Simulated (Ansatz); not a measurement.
# Scan of one atom of the cell for MoTe2 (2H-MoS2 type, space group P6_3/mmc)

Relaxed MoTe2 (2H-MoS2 type, space group P6_3/mmc):

```
MoTe2
1.0
    3.54193     0.00000     0.00000
   -1.77097     3.06740     0.00000
    0.00000     0.00000    14.18201
Mo Te
2 4
Direct
  0.33333   0.66667   0.75000
  0.66667   0.33333   0.25000
  0.33333   0.66667   0.12347
  0.66667   0.33333   0.62347
  0.66667   0.33333   0.87653
  0.33333   0.66667   0.37653
```

Scan: atom 1 (Mo, nearest neighbour Te at 2.721 Å; its periodic images, 3.5 Å or more away, move with it) is displaced along Cartesian [111], direction (0.577, 0.577, 0.577) in Cartesian axes, by s. The other atoms stay.

Method: r2SCAN+rVV10 (plane waves to 500 eV, PAW, scalar-relativistic; Ansatz, a quantum-chemistry and plane-wave program). k mesh 9×9×2 (Γ-centred), Fermi-Dirac smearing 0.05 eV. Energies are smeared free energies. Left out: 3 of 11 points, with atoms too close for the PAW data. As the smearing reaches across the gap at some points, energies and forces of such displacements shift with the k mesh and the smearing. F⊥ is the part of the force across the line. MoTe2 is run without spin polarisation. MoTe2 was relaxed with its symmetry unable to fall. Spin-orbit coupling is left out, though Te is heavy. The PAW data are Ansatz's earlier set. ΔE is measured from the undisplaced structure.

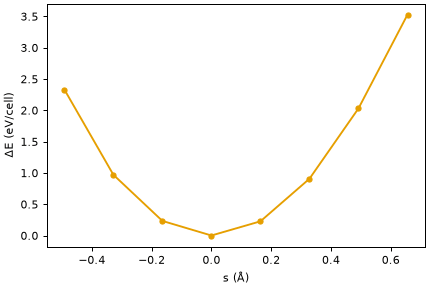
Figure: ΔE (eV/cell) against s (Å); one marker a computed point.

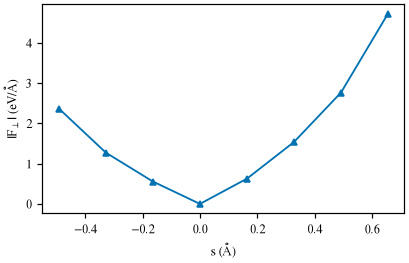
Figure. |F⊥| (eV/Å) against s (Å); one marker a computed point.

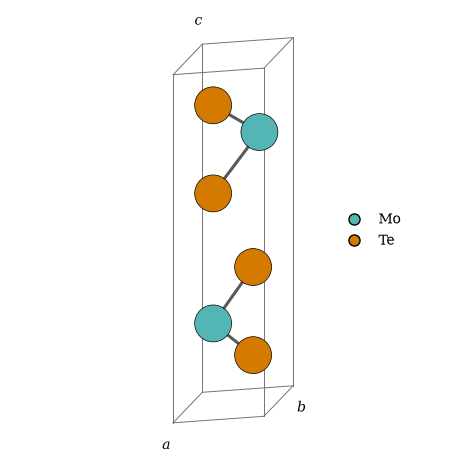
Fig. 1. The cell of the calculation at s = 0.656 Å.

The force along the line at s = -0.492 Å is 10.6 eV/Å and the force constant k = d²E/ds² at s = 0 (finite differences) comes out as 17.0 eV/Å². Symmetry of the curve: not even: the negative side lies higher at ±0.492 Å. Harmonic estimate at the end of the scan: ½ks² = 3648 meV/cell against the computed 3527 meV/cell, so the well is close to harmonic there. Shape of the curve: a single well with its minimum at or next to zero displacement.

With its periodic images moving along, the atom's site symmetry in this cell is -6m2.

(For displaced atoms, the force is minus the slope of the energy, and its curvature is a force constant, which sets phonon frequencies.)
